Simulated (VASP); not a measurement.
Band structure of La2O3 (a-type). Level of theory: SCAN meta-GGA, VASP's PBE PAW potentials (set 64) (plane waves; VASP).

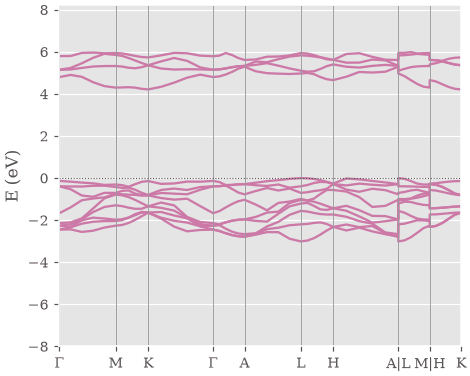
*Bands along high-symmetry lines, zero at the valence-band maximum or, without a gap, the Fermi level*

Question: Read the plot: is there a gap, and where are the band edges?

Answer: The gap is indirect, 4.21 eV, from the valence maximum at L to the conduction minimum at K.

The compound is La2O3 in the a-type structure. It was relaxed first.
